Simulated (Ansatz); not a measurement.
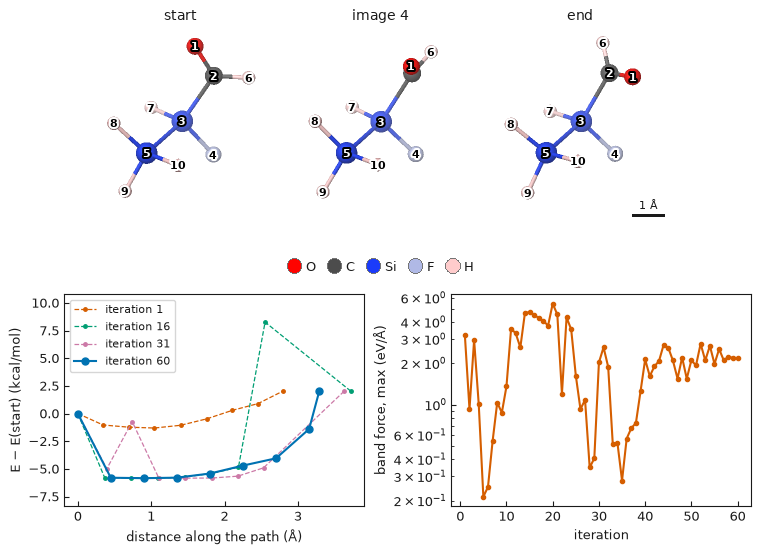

NEB run on CH5FOSi2. Images are numbered from 0 (start) to 8 (end). The plot follows the band through its iterations. The picture is a ball-and-stick view, seen from a free direction.

These are results of RKS CAM-B3LYP/def2-SVP in Ansatz, not measurements. Run with 7 movable images; climbing image; force threshold 0.05 eV/Å; iteration limit 60; starting path by image-dependent pair potential; end points as typed, not relaxed.

Did the band converge, and can the barrier be trusted?

The result isn't final. The band hadn't converged when the run stopped after 60 iterations. The largest component of the band force went from 3.2 to 2.2 eV/Å. The end points weren't relaxed, so energies relative to them aren't barriers between minima. The first iteration put the highest image at 2.0 kcal/mol. There is no barrier: the inner images dip to −5.8 kcal/mol relative to the start, below both ends (the end lies at +2.0 kcal/mol), so the ends aren't minima along this motion.

The run took 14 min on 2 threads of Intel(R) Xeon(R) Platinum 8488C (Sapphire Rapids) (shared host), peak memory 0.29 GiB.
